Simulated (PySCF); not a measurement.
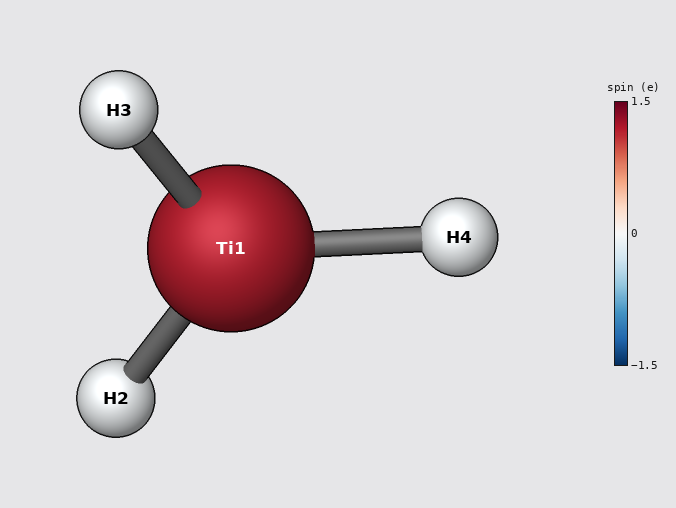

Atoms are coloured by their Mulliken spin populations. The species is neutral and a spin doublet. Computed geometry: PBE0-D3(BJ)/def2-SVP optimisation. No frequency run is at hand to confirm it as a minimum. Other spin states may lie lower. Level of theory: UKS BHandHLYP, def2-TZVP-core on Ti, pcH-1 on H, non-relativistic (PySCF 2.14.0).

Give the Mulliken spin populations atom by atom.

```
atom  value (e)
 Ti1       1.16
  H2      −0.05
  H3      −0.05
  H4      −0.05
```

The run may have ended in an electronic state that isn't the lowest.

Mulliken values depend strongly on the basis set.
